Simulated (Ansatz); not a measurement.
CH$_{5}$BCl$_{2}$Ge

| atom | x (Å) | y (Å) | z (Å) |
| --- | --- | --- | --- |
| Cl | -0.8637 | -2.6970 | 0.5749 |
| B | 0.2728 | -1.5798 | -0.1699 |
| Cl | 1.9619 | -2.0670 | -0.2434 |
| C | -0.1821 | -0.1969 | -0.6822 |
| Ge | 0.0082 | 1.1465 | 0.7620 |
| H | 0.4417 | 0.1675 | -1.5119 |
| H | -1.2429 | -0.1844 | -0.9727 |
| H | -0.5032 | 2.4984 | 0.2328 |
| H | -0.8251 | 0.7193 | 1.9820 |
| H | 1.4884 | 1.2703 | 1.1600 |

The calculation used RKS PBE0/def2-SVP in Ansatz 0.2.0.

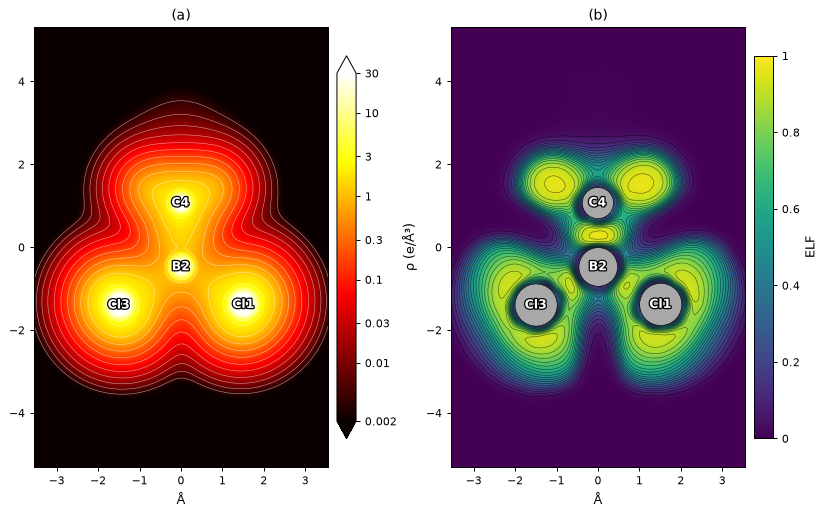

Figure 1. (a) electron density; (b) ELF on the plane of atoms Cl1, B2 and C4. Grey discs cover the atomic cores in the ELF map.

### Interpret the plot.

The plane passes through Cl, B and C nuclei. C–B (1.54 Å): the density is about 1.5 e/Å³ at the midpoint; the ELF peaks at about 0.95 between the atoms (a covalent bond). B–Cl (1.76 Å): ρ is about 1.3 e/Å³ halfway; the ELF peaks at about 0.90 between the atoms (a polar covalent bond). The ELF also peaks beside Cl3 and Cl1, away from the bonds: lone-pair regions.

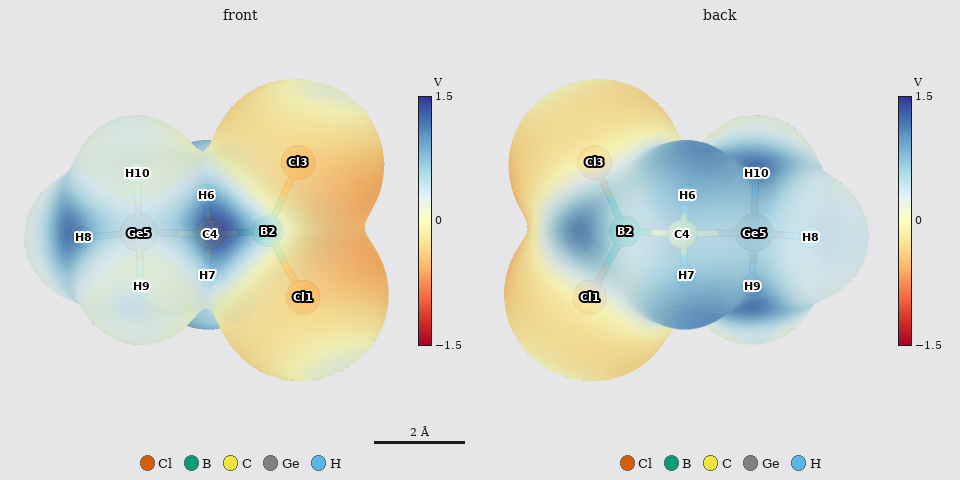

Figure 2. The electrostatic potential painted on the density surface at 0.002 e/bohr³, seen from the front and from behind; red is negative and blue positive.

### Which sites attract a positive test charge, and which a negative one?

A positive charge is drawn to the negative regions and a negative charge to the positive ones. The most negative region (about −0.6 V, or −14 kcal/mol for a unit charge) lies over Cl1 and Cl3, the most positive (about +1.3 V, or +30 kcal/mol for a unit charge) over B2 and Ge5. Cl1 shows a σ-hole: about +0.2 V at the tip opposite its bond, against about −0.3 V, or −7 kcal/mol for a unit charge on its flanks. Cl3 shows a σ-hole: about +0.2 V at the tip opposite its bond, against about −0.3 V, or −7 kcal/mol for a unit charge on its flanks.

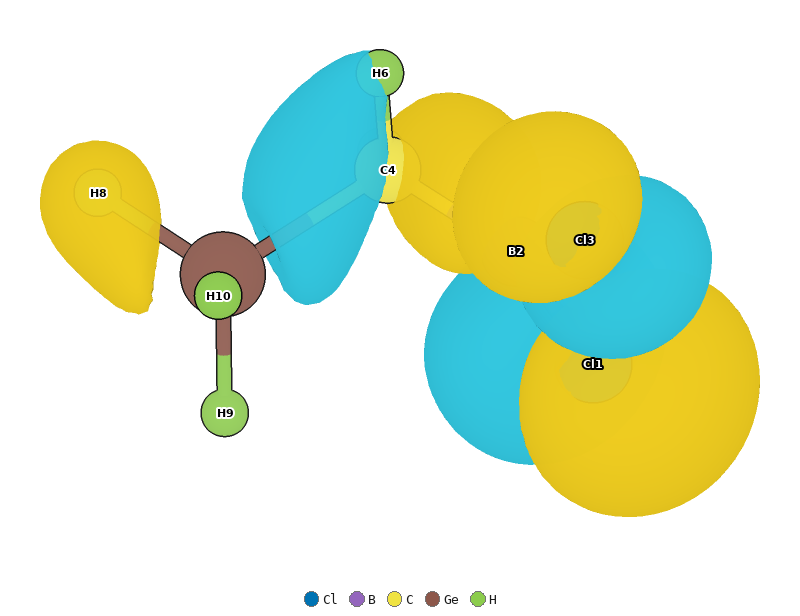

Figure 3. The HOMO at ±0.08 Å⁻³ᐟ² (yellow and cyan are the two phases), seen from one side.

### Describe this orbital and give its energy.

It lies mainly on Cl1 (about 60 %), Cl3 (about 15 %) and C4 (about 10 %). Its energy is −8.76 eV.
